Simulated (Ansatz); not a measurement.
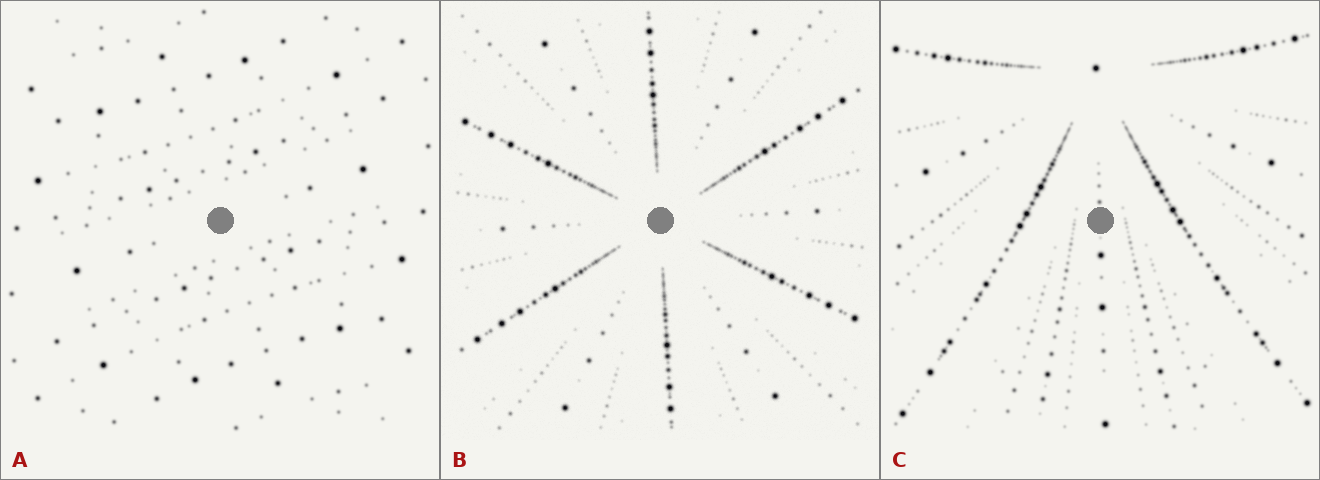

Simulated back-reflection Laue patterns (white X-rays, 0.45 to 2.2 Å, flat plate covering ±45° about the beam, kinematic intensities, seen from the source). Crystal: La, space group P6_3/mmc (No. 194), a = 3.60 Å, c = 11.55 Å (hexagonal axes). Structure: the input geometry of an electronic-structure calculation (not necessarily at equilibrium).

```
La
1.0
     3.59962    0.00000    0.00000
    -1.79981    3.11736    0.00000
     0.00000    0.00000   11.55244
La
4
Direct
  0.00000 0.00000 0.00000
  0.00000 0.00000 0.50000
  0.33333 0.66667 0.75000
  0.66667 0.33333 0.25000
```

Question: The directions [001], [100], [101] point towards the source, in some order. Which is which?

Answer: A: [100], symmetry 2mm (a twofold axis with two mirror lines). B: [001], symmetry 6mm (a sixfold axis with mirror lines). C: [101], symmetry m (one mirror line). The Laue class is 6/mmm.
